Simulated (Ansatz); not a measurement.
CH6AlO2 (charge +1)

Input file:

```
crystal:
  periodic: [false, false, false]
  atoms:
    - { symbol: C, position_ang: [-1.06092, 0.30605, -1.2922] }
    - { symbol: Al, position_ang: [0.129, -0.50386, 0.03852] }
    - { symbol: O, position_ang: [0.92276, -1.77391, 0.66894] }
    - { symbol: O, position_ang: [0.72117, 0.83364, 1.20879] }
    - { symbol: H, position_ang: [-0.49816, 0.66405, -2.15575] }
    - { symbol: H, position_ang: [-1.60465, 1.1511, -0.86346] }
    - { symbol: H, position_ang: [-1.7842, -0.42666, -1.6519] }
    - { symbol: H, position_ang: [1.29551, -2.62409, 0.87594] }
    - { symbol: H, position_ang: [0.54258, 1.7839, 1.2513] }
    - { symbol: H, position_ang: [1.33691, 0.58978, 1.91983] }
total_charge: 1
magnetization:
  spin_polarized: true
basis:
  gaussian: { orbitals: def2-SVP }
hamiltonian:
  xc: blyp
relax:
  f_tol: 0.02
  max_steps: 50
output:
  orbitals: {}
```

Command:

```sh
ansatz run input.yaml --threads 2 --pin off --max-ram 3072MiB --backend cpu --events-out ev --progress --plain --runs-dir out
```

The fields are those of the run's last geometry, not of the input's.

Method: UKS BLYP/def2-SVP (Ansatz 0.2.0).

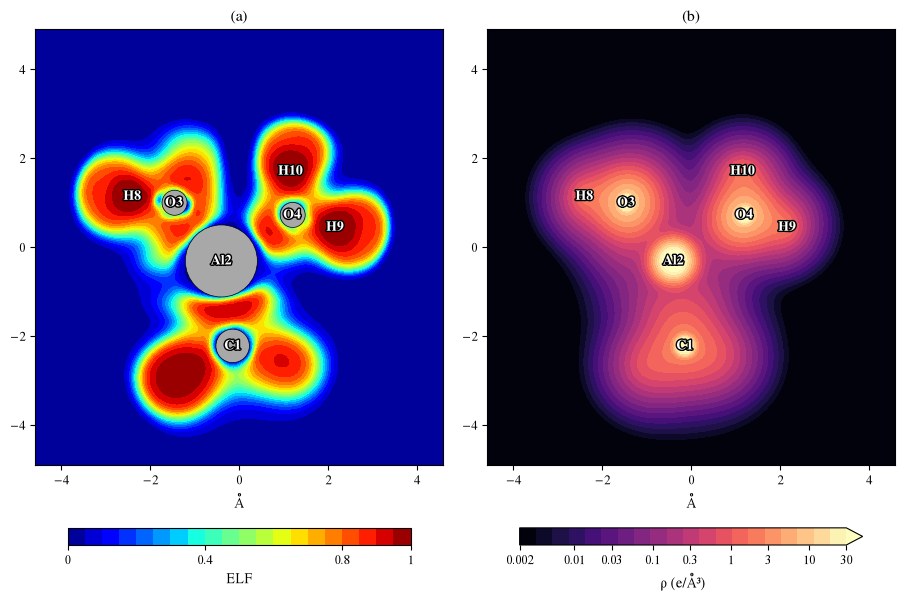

Figure 1. (a) ELF; (b) total electron density on the plane of atoms Al2, O4 and H9. Grey discs cover the atomic cores in the ELF map.

Q: What does the map show?

A:
- The section cuts through C, Al, O and H sites.
- Al–O (1.68 Å): ρ is about 0.86 e/Å³ halfway; the ELF peaks at about 0.85 in the valence shell of O, 0.6 Å from its nucleus, and is about 0.35 at the midpoint.
- C–Al (1.93 Å): ρ at the midpoint is about 0.74 e/Å³; the ELF peaks at about 0.95 between the atoms (a shared but strongly polarised pair).
- O–H (0.97 Å): the density is about 3.6 e/Å³ at the midpoint; the ELF climbs to about 1 towards the hydrogen, as it does in any bond to H: an ordinary covalent bond to hydrogen.
- Al–O (1.91 Å): ρ is about 0.49 e/Å³ halfway; the ELF peaks at about 0.90 in the valence shell of O, 0.7 Å from its nucleus, and is about 0.45 at the midpoint.
- The ELF also peaks beside O3, away from the bonds: lone-pair regions.

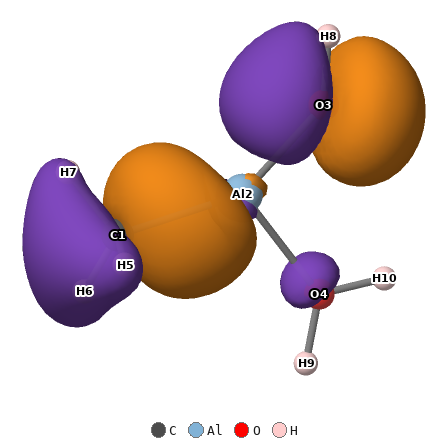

Figure 2. The HOMO at ±0.1 Å⁻³ᐟ² (orange and purple are the two phases), seen at a tilt.

Q: Where does this orbital lie, and at what energy?

A: It lies mainly on O3 (about 50 %), C1 (about 25 %) and Al2 (about 15 %). Its energy is −12.04 eV.

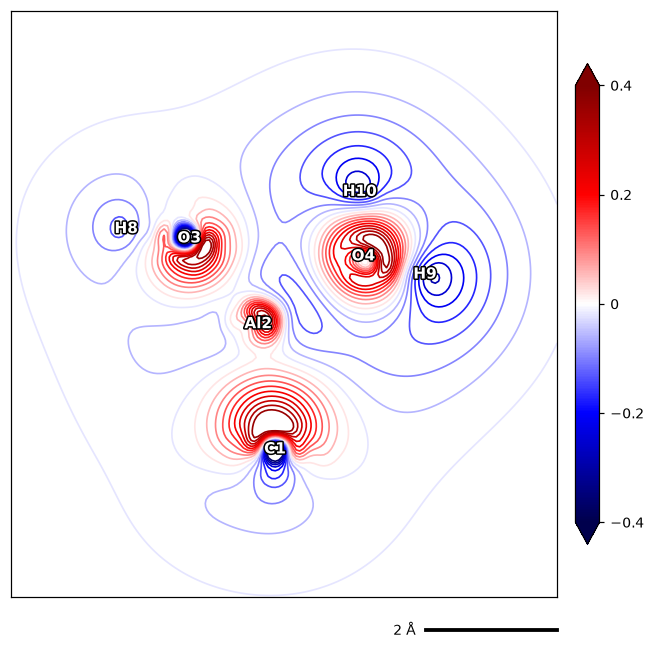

Figure 3. The LUMO on the plane of atoms C1, Al2 and O4 (values in Å⁻³ᐟ²; the overall sign is arbitrary).

Q: What is the character of this orbital?

A: Its weight (Hirshfeld) is mainly on Al2 (about 35 %), H9 (about 15 %), O4 (about 15 %), H10 (about 10 %), C1 (about 10 %) and O3 (about 5 %). Its energy is −6.31 eV.
